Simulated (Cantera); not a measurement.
A closed system holds: 1 mol AlCl₃, 5.9 mol NH₃, 3.6 mol N₂, at 12.0 Pa.

Method: chemical equilibrium by Gibbs-energy minimisation in Cantera with the NASA 1993 tables (ideal gas, pure condensed phases). Candidate condensed phases: Al, AlCl₃, AlN, NH₄Cl; 20 gas species. The tables' values for AlCl₂ are old estimates; treat these amounts as uncertain. Equilibrium is a limit: real reactors are often held back by kinetics, nucleation or transport.

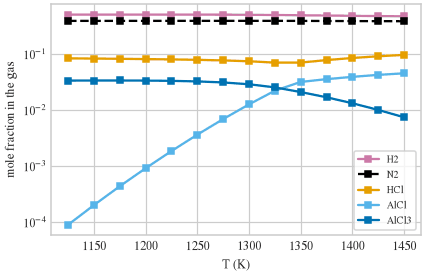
Equilibrium gas composition (values under 1e-9 drawn at 1e-9)

From 1125 K to 1325 K the condensed part is AlN(s). From 1350 K to 1450 K nothing is condensed. The main Al-bearing gas is AlCl₃ at 1125 K and AlCl at 1450 K.
